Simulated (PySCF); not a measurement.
# OH− (hydroxide) at BHLYP/aug-cc-pVTZ

What is the energy change on altering one bond length of OH− (hydroxide) at BHLYP/aug-cc-pVTZ? Input form: a Python script.

The calculation is run with PySCF 2.14.0.

2 further runs of the same task are left out: 2 set aside as unsound or not needed.

### 1 The structure to begin with

OH− has 2 atoms, charge -1, and is taken as a singlet. SMILES: `[OH-]`. The shape is that of a PBE0-D4/def2-TZVPD optimisation.

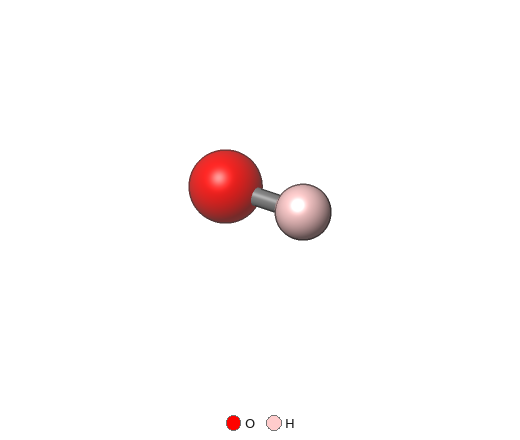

The structure, seen from a chosen angle (oxygen red, hydrogen pink).

### 2 The energy at BHLYP/aug-cc-pVTZ

Contents of job.py:

```python
# [OH-]
from pyscf import gto, dft

molecule = gto.Mole()
molecule.atom = [
    ('O', (0.411800, -0.131800, 0.212500)),
    ('H', (-0.411800, 0.131800, -0.212500)),
]
molecule.basis = 'aug-cc-pvtz'
molecule.charge = -1
molecule.max_memory = 1860
molecule.spin = 0
molecule.verbose = 3
molecule.build()

calc0 = dft.RKS(molecule)
calc0.xc = 'bhandhlyp'
calc0.conv_tol = 1e-10
calc0.grids.level = 5
calc0.kernel()
if not calc0.converged:
    calc0 = calc0.newton().run(calc0.mo_coeff, calc0.mo_occ)

e_final = calc0.e_tot
print('E = %.10f Eh' % e_final)
```

Run with:

```sh
$ OMP_NUM_THREADS=1 python job.py
```

The log of the run:

```text
converged SCF energy = -75.7833848528444
E = -75.7833848528 Eh
```

Run time: 6.6 s. Hardware: 1 thread of Intel Xeon at 2.70GHz, shared host; peak memory 0.31 GiB.

### 3 The distorted shape at the same level

Contents of calc.py:

```python
from pyscf import gto, dft

mol = gto.M(
    atom=[
    ('O', (0.823580, -0.263594, 0.424990)),
    ('H', (-0.411800, 0.131800, -0.212500)),
],
    verbose=3,
    basis='aug-cc-pvtz',
    charge=-1,
    max_memory=1860,
)

calc0 = dft.RKS(mol, xc='bhandhlyp')
calc0.grids.level = 5
calc0.conv_tol = 1e-10
calc0.kernel()
if not calc0.converged:
    calc0 = calc0.newton().run(calc0.mo_coeff, calc0.mo_occ)

energy = calc0.e_tot
print('Final energy', energy)
```

Run with:

```sh
$ OMP_NUM_THREADS=1 python calc.py
```

The log of the run:

```text
converged SCF energy = -75.6953103912746
Final energy -75.69531039127459
```

It took 5.1 s on 1 thread of Intel Xeon at 2.70GHz, shared host; peak memory 0.31 GiB.

### 4 Outcome

At BHLYP/aug-cc-pVTZ:

| quantity | value |
| --- | --- |
| first shape: total energy | -75.78338 Eh |
| first shape: HOMO energy | -0.60 eV |
| first shape: LUMO energy | 4.25 eV |
| first shape: HOMO–LUMO gap (to an unbound level, set by the basis) | 4.85 eV |
| distorted shape: total energy | -75.69531 Eh |
| distorted shape: HOMO energy | -1.14 eV |
| distorted shape: LUMO energy | 4.19 eV |
| distorted shape: HOMO–LUMO gap (to an unbound level, set by the basis) | 5.34 eV |
| energy change with the O1–H2 bond stretched from 0.964 to 1.445 Å | 2.397 eV |

**Reading.** With the O1–H2 bond stretched from 0.964 to 1.445 Å the energy rises by 2.40 eV (55 kcal/mol). The first shape isn't relaxed at this level, so the change isn't measured from a minimum.
